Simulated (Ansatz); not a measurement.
**Response to strain in AlRu**

Base system: AlRu in the CsCl type structure (space group Pm-3m, No. 221; relaxed with 0.1 eV smearing).

```
AlRu
1.0
    2.95452     0.00000     0.00000
    0.00000     2.95452     0.00000
    0.00000     0.00000     2.95452
Al Ru
1 1
Cartesian
  1.47726   1.47726   1.47726
  0.00000   0.00000   0.00000
```

Strains are applied to the cell and any free atomic positions relax.

The values are results of LDA (Ansatz, an electronic-structure program, PAW, no spin-orbit coupling), not measurements.

Notes on the quantities. energy relative to the base: free energy F.

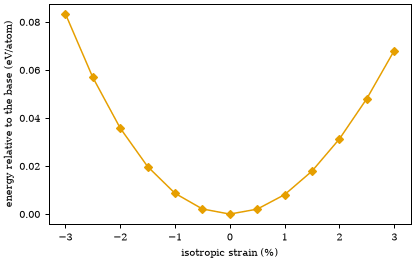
*Energy relative to the base against isotropic strain*

| isotropic strain (%) | energy relative to the base |
|---|---|
| -3 | +83 meV/atom |
| -2.5 | +57 meV/atom |
| -2 | +36 meV/atom |
| -1.5 | +20 meV/atom |
| -1 | +8.7 meV/atom |
| -0.5 | +2.1 meV/atom |
| 0.5 | +2.1 meV/atom |
| 1 | +8.1 meV/atom |
| 1.5 | +18 meV/atom |
| 2 | +31 meV/atom |
| 2.5 | +48 meV/atom |
| 3 | +68 meV/atom |

Stability against distortions was not tested. The final runs are not spin-polarised.
